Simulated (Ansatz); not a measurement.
Geometry relaxation, with input and output: GaH3BrClO (part 1 of 2)

GaH3BrClO, computed with RKS B3LYP/def2-SVP (Ansatz 0.2.0).

The input holds or restrains some coordinates. Forces given for the steps count only the free coordinates. It belongs to a series of runs on one base structure; here: pulled along the bonds that form and break, towards end B. Figures and captions count atoms from 1; the log counts them from 0 in places.

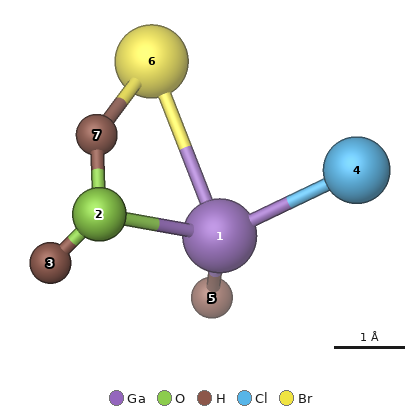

*The starting structure (ball-and-stick view, seen at a tilt; atoms are numbered from 1 in the order of the input). Sticks mark near contacts.*

Bond lengths as drawn: Br–Ga 2.72 Å, Br–H 1.76 Å, Cl–Ga 2.24 Å, Ga–H 1.57 Å, Ga–O 2.14 Å and H–O 1.01 to 1.26 Å.

**Key numbers**

```csv
quantity,value
outcome,converged under the restraints of the input
total energy,−137027.7939 eV
mean-field energy,−137027.7939 eV
"largest force (length of the vector) at the end, held atoms and coordinates included",0.919 eV/Å
hardware,"4 threads of Intel Xeon @ 2.50GHz (Skylake/Cascade Lake), 32 GiB of memory available, shared host"
wall time,19 s (CPU time 67 s)
peak memory,0.31 GiB
```

**The input**
```yaml
crystal:
  periodic: [false, false, false]
  atoms:
    - { symbol: Ga, position_ang: [0.0, 0.0, 0.0] }
    - { symbol: O, position_ang: [0.0, 0.0, 2.14] }
    - { symbol: H, position_ang: [-0.9095, -0.2814, 2.4771] }
    - { symbol: Cl, position_ang: [1.9398, 0.0, -1.12] }
    - { symbol: H, position_ang: [-1.3596, 0.0, -0.785] }
    - { symbol: Br, position_ang: [0.5801, 2.5152, 0.8577] }
    - { symbol: H, position_ang: [0.2824, 1.2242, 2.016] }
basis:
  gaussian: { orbitals: def2-SVP }
hamiltonian:
  xc: b3lyp
relax:
  f_tol: 0.15
  max_steps: 25
  restrain:
    - { distance: [0, 5], at: 2.42, k: 30.0 }
    - { distance: [6, 1], at: 1.01, k: 30.0 }
    - { distance: [0, 1], at: 2.99, k: 30.0 }
    - { distance: [6, 5], at: 2.75, k: 30.0 }
output:
  orbitals: {}
```

Launch command:
```bash
ansatz run input.yaml --threads 4 --pin off --max-ram 5120MiB --backend cpu --events-out ev --progress --plain --runs-dir out
```

**The program's output**
```
The last accepted step is kept in [file] (removed where the run ends without a failure and the disk answers)
Engine: ansatz 0.2.0, x86_64-unknown-linux-gnu
Functional definition: B3LYP
  parameter a0 = 0.2
  parameter ax = 0.72
  parameter ac = 0.81
  exchange = (1 - a0 - ax)*slater_x + ax*b88_x + a0*exact_x
  correlation = (1 - ac)*vwn_rpa_c + ac*lyp_c
1135 factors; integrals over basis functions are off by at most 3.1e-4 eV
mean field evaluation 1: about -137021.8017 eV, gradient 5.2e1 eV
mean field evaluation 2: about -137004.4575 eV, gradient 1.1e2 eV
mean field evaluation 4: about -137026.5583 eV, gradient 6.5e0 eV
mean field evaluation 8: about -137026.6395 eV, gradient 5.5e-2 eV
mean field evaluation 16: about -137026.6395 eV, gradient 1.4e-5 eV
mean field -137026.63947235 eV, -5035.6361206166 hartree, gradient 1.4e-5 eV, S^2 0.000000; 0 other end points of the search recorded, 0 dependent functions left out
the calculation of the forces begins
reference -137026.63972710 eV, -5035.6361299786 hartree; 47, 47 occupied and 64, 64 virtual orbitals, 1135 factors
relax step   1: F+E_penalty+E_count = -137026.63947235 eV  Δ(F+E_penalty+E_count) = +0.000e0 eV  max|allowed force component| = 1.708e0 eV/Å  E_restraint = 27.85035023 eV  max|allowed force component, restraints' pulls added| = 3.048e1 eV/Å  Δτ_max = 0.0000 Å  (27 SCF iters, accepted)
  distance Ga 0 - Br 5 = 2.7200 Å
  distance H 6 - O 1 = 1.2625 Å
  distance Ga 0 - O 1 = 2.1400 Å
  distance H 6 - Br 5 = 1.7598 Å
these checks for a lower state are left out or cut short: starts, cluster_reference, orbital_swaps, neighbouring_geometries, increment
1135 factors; integrals over basis functions are off by at most 3.1e-4 eV
mean field -137026.84446709 eV, -5035.6436540345 hartree, gradient 1.8e-5 eV, S^2 0.000000; 0 other end points of the search recorded, 0 dependent functions left out
the calculation of the forces begins
reference -137026.84472030 eV, -5035.6436633397 hartree; 47, 47 occupied and 64, 64 virtual orbitals, 1135 factors
relax step   2: F+E_penalty+E_count = -137026.84446709 eV  Δ(F+E_penalty+E_count) = -2.050e-1 eV  max|allowed force component| = 2.346e0 eV/Å  E_restraint = 12.75061489 eV  max|allowed force component, restraints' pulls added| = 1.929e1 eV/Å  Δτ_max = 0.1949 Å  (33 SCF iters, accepted)
  distance Ga 0 - Br 5 = 2.6766 Å
  distance H 6 - O 1 = 1.1138 Å
  distance Ga 0 - O 1 = 2.3993 Å
  distance H 6 - Br 5 = 2.0985 Å
these checks for a lower state are left out or cut short: starts, cluster_reference, orbital_swaps, neighbouring_geometries, increment
1135 factors; integrals over basis functions are off by at most 3.7e-4 eV
mean field -137027.16521519 eV, -5035.6554413097 hartree, gradient 1.6e-5 eV, S^2 0.000000; 0 other end points of the search recorded, 0 dependent functions left out
the calculation of the forces begins
reference -137027.16546741 eV, -5035.6554505788 hartree; 47, 47 occupied and 64, 64 virtual orbitals, 1135 factors
relax step   3: F+E_penalty+E_count = -137027.16521519 eV  Δ(F+E_penalty+E_count) = -3.207e-1 eV  max|allowed force component| = 2.361e0 eV/Å  E_restraint = 3.74900293 eV  max|allowed force component, restraints' pulls added| = 8.928e0 eV/Å  Δτ_max = 0.1949 Å  (30 SCF iters, accepted)
  distance Ga 0 - Br 5 = 2.5745 Å
  distance H 6 - O 1 = 0.9760 Å
  distance Ga 0 - O 1 = 2.6588 Å
  distance H 6 - Br 5 = 2.4106 Å
these checks for a lower state are left out or cut short: starts, cluster_reference, orbital_swaps, neighbouring_geometries, increment
1135 factors; integrals over basis functions are off by at most 3.6e-4 eV
mean field evaluation 32: about -137027.2136 eV, gradient 1.1e1 eV
mean field -137027.44632088 eV, -5035.6657717533 hartree, gradient 2.2e-5 eV, S^2 0.000000; 0 other end points of the search recorded, 0 dependent functions left out
the calculation of the forces begins
reference -137027.44657324 eV, -5035.6657810273 hartree; 47, 47 occupied and 64, 64 virtual orbitals, 1135 factors
relax step   4: F+E_penalty+E_count = -137027.44632088 eV  Δ(F+E_penalty+E_count) = -2.811e-1 eV  max|allowed force component| = 1.574e0 eV/Å  E_restraint = 0.27494667 eV  max|allowed force component, restraints' pulls added| = 3.206e0 eV/Å  Δτ_max = 0.1946 Å  (29 SCF iters, accepted)
  distance Ga 0 - Br 5 = 2.4377 Å
  distance H 6 - O 1 = 0.9573 Å
  distance Ga 0 - O 1 = 2.9019 Å
  distance H 6 - Br 5 = 2.6635 Å
these checks for a lower state are left out or cut short: starts, cluster_reference, orbital_swaps, neighbouring_geometries, increment
1135 factors; integrals over basis functions are off by at most 6.2e-4 eV
mean field -137027.73031697 eV, -5035.6762084170 hartree, gradient 1.4e-5 eV, S^2 0.000000; 0 other end points of the search recorded, 0 dependent functions left out
the calculation of the forces begins
reference -137027.73057454 eV, -5035.6762178826 hartree; 47, 47 occupied and 64, 64 virtual orbitals, 1135 factors
relax step   5: F+E_penalty+E_count = -137027.73031697 eV  Δ(F+E_penalty+E_count) = -2.840e-1 eV  max|allowed force component| = 1.205e0 eV/Å  E_restraint = 0.00675758 eV  max|allowed force component, restraints' pulls added| = 7.261e-1 eV/Å  Δτ_max = 0.1946 Å  (29 SCF iters, accepted)
  distance Ga 0 - Br 5 = 2.4082 Å
  distance H 6 - O 1 = 0.9988 Å
  distance Ga 0 - O 1 = 2.9849 Å
  distance H 6 - Br 5 = 2.7627 Å
these checks for a lower state are left out or cut short: starts, cluster_reference, orbital_swaps, neighbouring_geometries, increment
1135 factors; integrals over basis functions are off by at most 6.4e-4 eV
mean field -137027.74485298 eV, -5035.6767426055 hartree, gradient 1.3e-5 eV, S^2 0.000000; 0 other end points of the search recorded, 0 dependent functions left out
the calculation of the forces begins
reference -137027.74511239 eV, -5035.6767521387 hartree; 47, 47 occupied and 64, 64 virtual orbitals, 1135 factors
relax step   6: F+E_penalty+E_count = -137027.74485298 eV  Δ(F+E_penalty+E_count) = -1.454e-2 eV  max|allowed force component| = 1.514e0 eV/Å  E_restraint = 0.01751315 eV  max|allowed force component, restraints' pulls added| = 1.514e0 eV/Å  Δτ_max = 0.1936 Å  (29 SCF iters, accepted)
  distance Ga 0 - Br 5 = 2.4049 Å
  distance H 6 - O 1 = 0.9864 Å
  distance Ga 0 - O 1 = 2.9707 Å
  distance H 6 - Br 5 = 2.7526 Å
these checks for a lower state are left out or cut short: starts, cluster_reference, orbital_swaps, neighbouring_geometries, increment
1135 factors; integrals over basis functions are off by at most 7.0e-4 eV
mean field -137027.78660739 eV, -5035.6782770518 hartree, gradient 1.6e-5 eV, S^2 0.000000; 0 other end points of the search recorded, 0 dependent functions left out
the calculation of the forces begins
reference -137027.78686396 eV, -5035.6782864806 hartree; 47, 47 occupied and 64, 64 virtual orbitals, 1135 factors
relax step   7: F+E_penalty+E_count = -137027.78660739 eV  Δ(F+E_penalty+E_count) = -4.175e-2 eV  max|allowed force component| = 8.777e-1 eV/Å  E_restraint = 0.01959055 eV  max|allowed force component, restraints' pulls added| = 2.232e-1 eV/Å  Δτ_max = 0.1999 Å  (28 SCF iters, accepted)
  distance Ga 0 - Br 5 = 2.3960 Å
  distance H 6 - O 1 = 0.9875 Å
  distance Ga 0 - O 1 = 2.9754 Å
  distance H 6 - Br 5 = 2.7532 Å
these checks for a lower state are left out or cut short: starts, cluster_reference, orbital_swaps, neighbouring_geometries, increment
1135 factors; integrals over basis functions are off by at most 6.6e-4 eV
mean field evaluation 64: about -137027.7937 eV, gradient 1.1e-4 eV
mean field -137027.79368196 eV, -5035.6785370374 hartree, gradient 1.0e-5 eV, S^2 0.000000; 0 other end points of the search recorded, 0 dependent functions left out
the calculation of the forces begins
reference -137027.79393889 eV, -5035.6785464795 hartree; 47, 47 occupied and 64, 64 virtual orbitals, 1135 factors
relax step   8: F+E_penalty+E_count = -137027.79368196 eV  Δ(F+E_penalty+E_count) = -7.075e-3 eV  max|allowed force component| = 7.812e-1 eV/Å  E_restraint = 0.02084613 eV  max|allowed force component, restraints' pulls added| = 7.976e-2 eV/Å  Δτ_max = 0.0992 Å  (28 SCF iters, accepted)
```

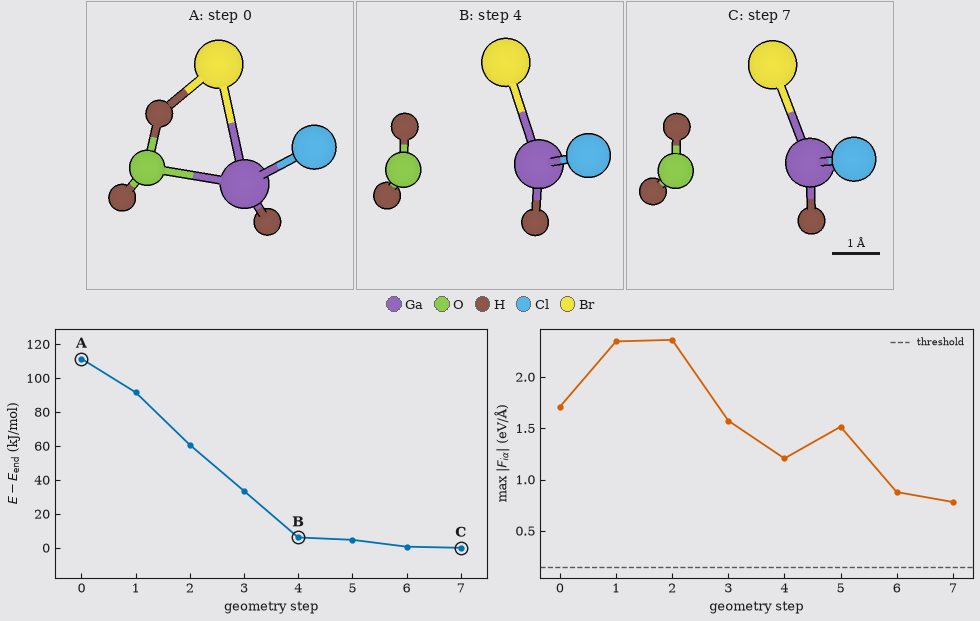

*Frames of the restrained relaxation (ball-and-stick view, seen at a tilt) above the curves, on which the letters mark them (the first geometry is step 0 here and step 1 in the log).*

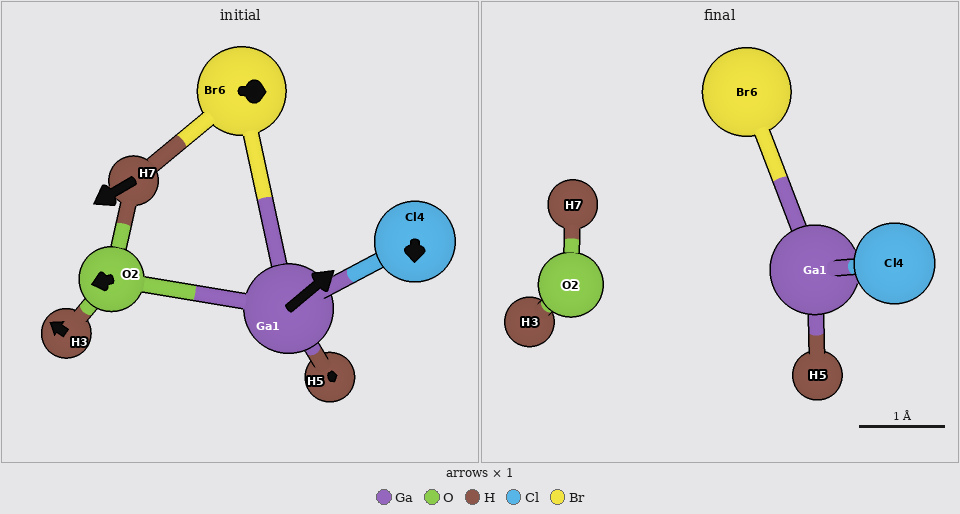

*Before (left) and after (right) the restrained relaxation, at one scale (ball-and-stick view, seen at a tilt). The black arrows give the displacements, at true length.*

The energy falls by 111.4 kJ/mol in 7 geometry steps. The largest force component goes from 1.7 to 0.78 eV/Å. Ga1 moves most after the best rigid fit: 0.76 Å. Largest moves by element: Ga 0.76 Å, H 0.62 Å, Br 0.49 Å, Cl 0.32 Å, O 0.29 Å. Distances before and after: Br6–H7 1.760 → 2.752 Å, Ga1–O2 2.140 → 2.973 Å, Ga1–Br6 2.720 → 2.396 Å, O2–H7 1.262 → 0.987 Å. Bonds break: Br6–H7 (1.76 → 2.75 Å), Ga1–O2 (2.14 → 2.97 Å). Among the angles that change: Cl4–Ga1–Br6 88.5° → 115.3°, H3–O2–H7 120.3° → 103.7°, H5–Ga1–Br6 110.0° → 120.0°. (Atoms are counted from 1 in the order of the input.)
